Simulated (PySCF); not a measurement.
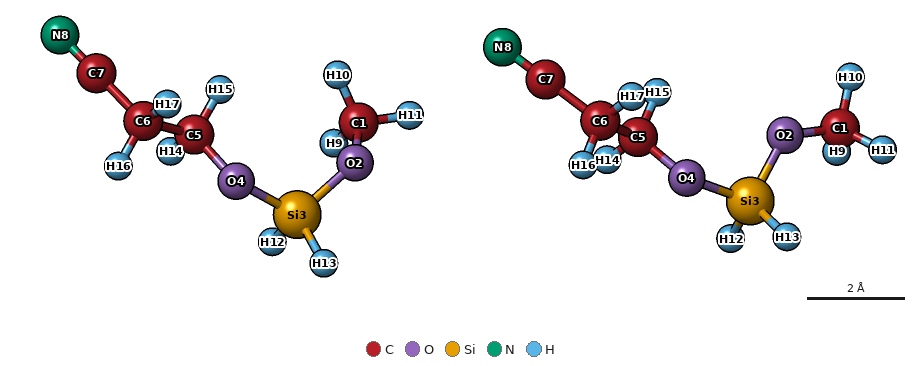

Two geometries of C₄H₉NO₂Si, drawn at one scale. One is the start of a relaxation, the other its converged end. A ball-and-stick model, seen at a tilt.

Theory: PBE0-D3(BJ)/def2-SVP geometry optimisation, gas phase in PySCF 2.14.0, density-fitted response routines. 

Question: Which of the two is the end point?

Answer: The left one is the relaxed one. The start comes from GFN2-xTB. Its atoms were then displaced at random by about 0.01 Å. H10 moves most after the best rigid fit: 1.17 Å. Largest moves by element: H 1.17 Å, O 0.95 Å, N 0.63 Å, C 0.46 Å, Si 0.43 Å. Among the contacts that change: Si3–H12 1.451 → 1.497 Å, C1–H9 1.068 → 1.106 Å, C5–H14 1.077 → 1.107 Å, O2–Si3 1.623 → 1.652 Å. Bond angles that change, for instance: O2–Si3–O4 106.2° → 112.9°, O2–Si3–H13 114.0° → 108.0°, O4–Si3–H13 100.3° → 105.0°. Groups turn about O2–Si3 by about 90°, C1–O2 by about 85°. After 35 geometry steps the energy has fallen by 4.73 kcal/mol. The run took 6.7 min on 1 thread of Arm Neoverse V1 (shared host).
